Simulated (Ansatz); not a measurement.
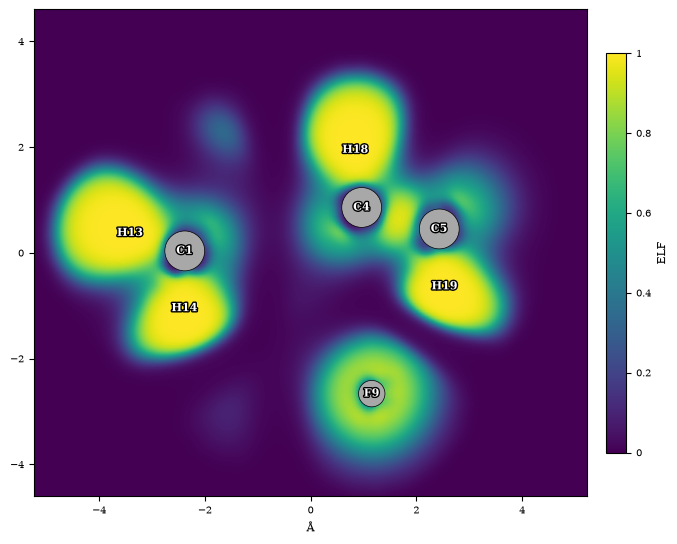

*C$_{6}$H$_{15}$F$_{3}$GaP (SMILES CC[P+](CC)(CC)[Ga-]([F])([F])[F]). Electron localisation function on the plane of atoms C5, C4 and H18. Grey discs cover the atomic cores.*

Geometry: PBE0-D4/def2-TZVP.

Method: Ansatz 0.2.0, RKS PBE0-D4/def2-TZVPP.

```json
{"atom": "C", "x (Å)": "1.3502", "y (Å)": "2.3481", "z (Å)": "0.7015"}
{"atom": "C", "x (Å)": "0.5934", "y (Å)": "1.1691", "z (Å)": "1.2981"}
{"atom": "P", "x (Å)": "-0.0471", "y (Å)": "0.0211", "z (Å)": "0.0403"}
{"atom": "C", "x (Å)": "-1.3633", "y (Å)": "0.9027", "z (Å)": "-0.8545"}
{"atom": "C", "x (Å)": "-1.9633", "y (Å)": "0.0871", "z (Å)": "-1.9918"}
{"atom": "C", "x (Å)": "-0.8449", "y (Å)": "-1.3477", "z (Å)": "0.9347"}
{"atom": "C", "x (Å)": "0.1438", "y (Å)": "-2.2245", "z (Å)": "1.6912"}
{"atom": "Ga", "x (Å)": "1.6812", "y (Å)": "-0.7540", "z (Å)": "-1.4351"}
{"atom": "F", "x (Å)": "1.2403", "y (Å)": "-0.0922", "z (Å)": "-3.0185"}
{"atom": "F", "x (Å)": "1.5843", "y (Å)": "-2.5207", "z (Å)": "-1.3405"}
{"atom": "F", "x (Å)": "3.1741", "y (Å)": "-0.0775", "z (Å)": "-0.7618"}
{"atom": "H", "x (Å)": "0.7132", "y (Å)": "2.9586", "z (Å)": "0.0586"}
{"atom": "H", "x (Å)": "1.7231", "y (Å)": "2.9926", "z (Å)": "1.4995"}
{"atom": "H", "x (Å)": "2.2054", "y (Å)": "2.0026", "z (Å)": "0.1180"}
{"atom": "H", "x (Å)": "1.2586", "y (Å)": "0.5828", "z (Å)": "1.9377"}
{"atom": "H", "x (Å)": "-0.2492", "y (Å)": "1.4965", "z (Å)": "1.9167"}
{"atom": "H", "x (Å)": "-0.9076", "y (Å)": "1.8151", "z (Å)": "-1.2484"}
{"atom": "H", "x (Å)": "-2.1227", "y (Å)": "1.2057", "z (Å)": "-0.1255"}
{"atom": "H", "x (Å)": "-1.1979", "y (Å)": "-0.1755", "z (Å)": "-2.7243"}
{"atom": "H", "x (Å)": "-2.4315", "y (Å)": "-0.8313", "z (Å)": "-1.6324"}
{"atom": "H", "x (Å)": "-2.7333", "y (Å)": "0.6694", "z (Å)": "-2.5009"}
{"atom": "H", "x (Å)": "-1.6026", "y (Å)": "-0.9202", "z (Å)": "1.6001"}
{"atom": "H", "x (Å)": "-1.3703", "y (Å)": "-1.9408", "z (Å)": "0.1813"}
{"atom": "H", "x (Å)": "-0.3870", "y (Å)": "-3.0349", "z (Å)": "2.1940"}
{"atom": "H", "x (Å)": "0.8688", "y (Å)": "-2.6684", "z (Å)": "1.0066"}
{"atom": "H", "x (Å)": "0.6845", "y (Å)": "-1.6635", "z (Å)": "2.4559"}
```

What do the fields say about this system?

Answer. The section cuts through C, F and H sites. C–C (1.52 Å): the ELF peaks at about 0.95 between the atoms (a shared electron pair). C–H (1.09 Å): the ELF climbs to about 1 towards the hydrogen, as it does in any bond to H (a covalent bond by its length). The ELF also peaks beside F9, away from the bonds: lone-pair regions.
